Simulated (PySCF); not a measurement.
Al(Et)(Vi)2, C₆H₁₁Al, SMILES C=[CH][Al]([CH]=C)[CH2]C at its GFN2-xTB optimised geometry (Å):

```
18

Al    -0.7647     0.0838     0.0000
C      1.2471     0.0838     0.0000
C      1.9278     1.4618     0.0007
H      1.6132    -0.4834    -0.8708
H      1.6127    -0.4839     0.8706
H      1.6391     2.0328     0.8821
H      1.6399     2.0332    -0.8808
H      3.0150     1.3667     0.0011
C     -1.6938    -1.6707    -0.0004
C     -1.0002    -2.8097    -0.0038
H     -2.7832    -1.7619     0.0018
H     -1.4557    -3.7931    -0.0048
H      0.0822    -2.8042    -0.0063
C     -1.9338     1.6899     0.0000
C     -1.5646     2.9711    -0.0051
H     -3.0150     1.5038     0.0038
H     -2.2715     3.7931    -0.0054
H     -0.5247     3.2629    -0.0094
```

Calculation: CAM-B3LYP/def2-SVP in PySCF 2.14.0.

Map of the electron localisation function on the plane z = 0.6 Å:

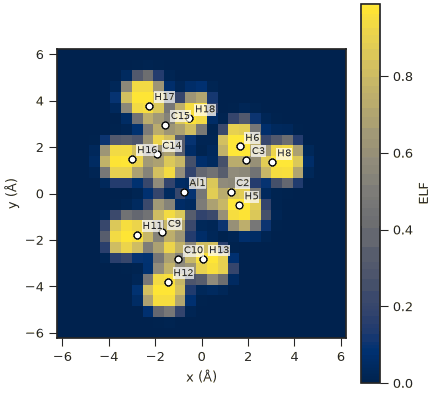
*Electron localisation function on the plane z = 0.6 Å.*
